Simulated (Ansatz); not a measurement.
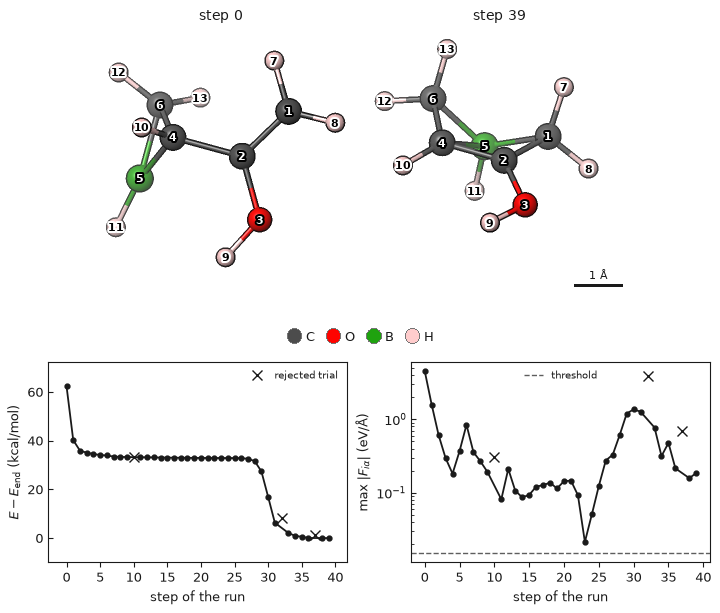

First and last geometry of a relaxation of C4H7BO, with the history of the run. The picture is a ball-and-stick view, seen at a tilt.

The run prepares an end point of a later path (torsion) calculation, from a guessed geometry.

Theory: RKS BHLYP-D4/def2-SVP (Ansatz). Settings: no spin polarisation; force threshold 0.015 eV/Å; at most 40 steps.

Did the run converge, and what did it change?

The relaxation stopped without meeting its thresholds, so the last structure isn't shown to be converged. It used up its limit of 40 steps. The atom that moves furthest after the best rigid fit is H11 (1.94 Å). By element the largest moves are H 1.94 Å, B 1.58 Å, C 1.22 Å, O 0.98 Å. Near-neighbour distances that change, for instance: C1–B5 3.765 → 1.595 Å, C2–B5 2.614 → 1.985 Å, C4–B5 1.669 → 1.947 Å, C2–C4 1.510 → 1.360 Å. New bonds form, among them: C1–B5 (3.76 → 1.60 Å). Among the angles between lasting bonds that change: C2–C4–B5 110.5° → 71.3°, C4–B5–H11 150.8° → 119.0°, C6–B5–H11 153.2° → 125.9°. Over 36 accepted moves (39 points after the start) the energy falls by 62.4 kcal/mol. The largest force component goes from 4.6 to 0.19 eV/Å. The line search rejected the trial steps at points 10, 32, 37 of the run. The run took 2.2 min on 2 threads of Intel(R) Xeon(R) Platinum 8488C (Sapphire Rapids), with other jobs on the host, peak memory 0.3 GiB.
